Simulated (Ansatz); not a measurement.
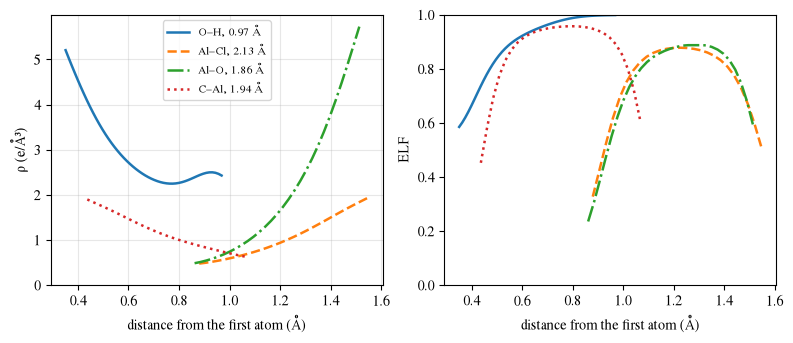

The picture shows: CH$_{7}$Al$_{2}$ClO. Total electron density and electron localisation function along straight lines between neighbouring atoms. The curves leave out the atomic cores.

The calculation used RKS B3LYP-D4/6-31G* (Ansatz).

```xyz
12

Al   -0.6023   -0.4349    0.1614
O     1.1577   -0.2998    0.7575
C    -0.8706   -0.9837   -1.6823
Cl   -1.7603   -1.2544    1.7547
Al    1.0558    1.5701    0.9860
H    -0.5588    1.2993    0.3403
H     1.8848    2.3482   -0.1111
H     0.9736    1.9385    2.5215
H     1.4990   -0.8842    1.4503
H    -0.6398   -2.0489   -1.8154
H    -1.9113   -0.8347   -1.9963
H    -0.2280   -0.4154   -2.3666
```

Compare the contacts.

Answer. O–H (0.97 Å): the density is about 3.6 e/Å³ at the midpoint; the ELF climbs to about 1 towards the hydrogen, as it does in any bond to H; a covalent bond by its length.
Al–Cl (2.13 Å): the density is about 0.69 e/Å³ at the midpoint; the ELF peaks at about 0.90 in the valence shell of Cl, 0.9 Å from its nucleus, and is about 0.80 at the midpoint.
Al–O (1.86 Å): ρ at the midpoint is about 0.58 e/Å³; the ELF peaks at about 0.90 in the valence shell of O, 0.6 Å from its nucleus, and is about 0.45 at the midpoint.
C–Al (1.94 Å): ρ at the midpoint is about 0.74 e/Å³; the ELF peaks at about 0.95 between the atoms; a polar covalent bond.
